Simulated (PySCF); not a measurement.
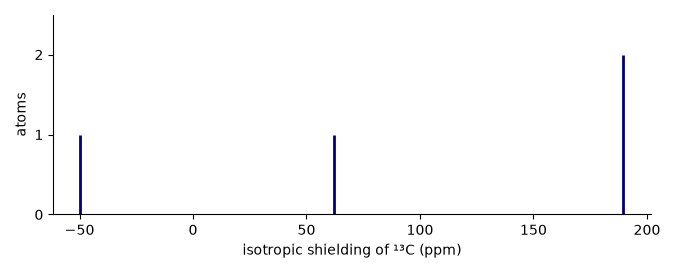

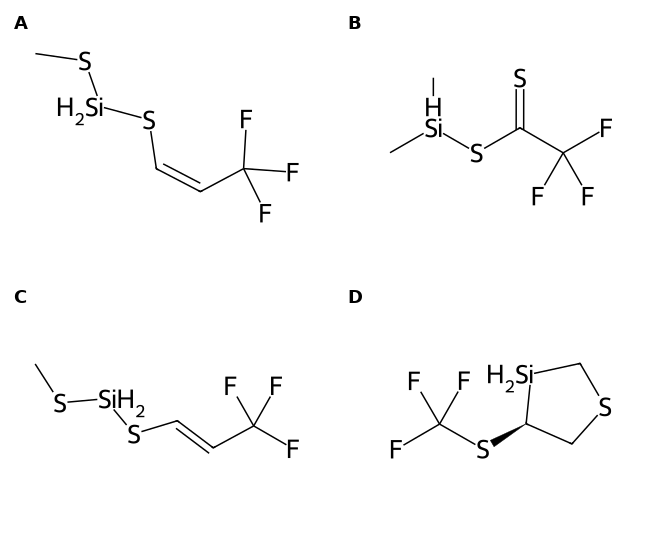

The sticks are computed shieldings of one of the molecules, for one fixed geometry (GFN2-xTB) without averaging over rotations. Low shielding means a high chemical shift. Method: GIAO PBE0/pcSseg-1 NMR shielding, non-relativistic, gas phase (PySCF 2.14.0).

> Match the spectrum to a structure.

B, `C[SiH](C)SC(=S)C(F)(F)F`. Its 4 C atoms give lines at −49.6, 62.0, 189.6 (2 atoms) ppm.

The geometry is semi-empirical. Around Si such bond lengths and angles can be off by a tenth of an ångström or more and by several degrees, and values that hang on the shape move with them.
